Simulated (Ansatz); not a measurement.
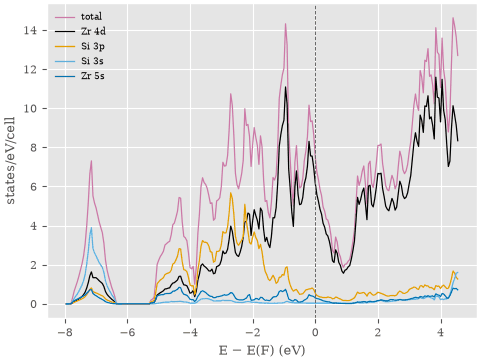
Figure: Total and projected density of states of Zr3Si2 in space group P4/mbm (No. 127; Zr on 4h, Zr on 2a, Si on 4g), plane-wave PAW r²SCAN (Ansatz code)

Q: Which orbitals carry the states next to the Fermi level?

A: Within 0.5 eV of the Fermi level: Zr 4d 82 %, Si 3p 8 %, outside the projected shells 5 %. Projections are on Löwdin-orthogonalised atomic valence shells; empty p or d shells of many metals are not among them.

Q: Where is the tallest occupied peak in this window, and what makes it?

A: Near -0.9 eV, about 14 states/eV per cell; the largest projected share is Zr 4d.

The first step of the workflow began from a Materials Project structure, measured or hypothetical; the Crystallography Open Database copy checked does not list it. Whether it is the stable phase at ambient conditions was not checked. Symmetry was held in the r²SCAN relaxation; its stability against distortions is not shown here. No spin polarisation was allowed. Spin–orbit coupling is left out wherever it is not named.

Potentials: the later of the program's two PAW sets.
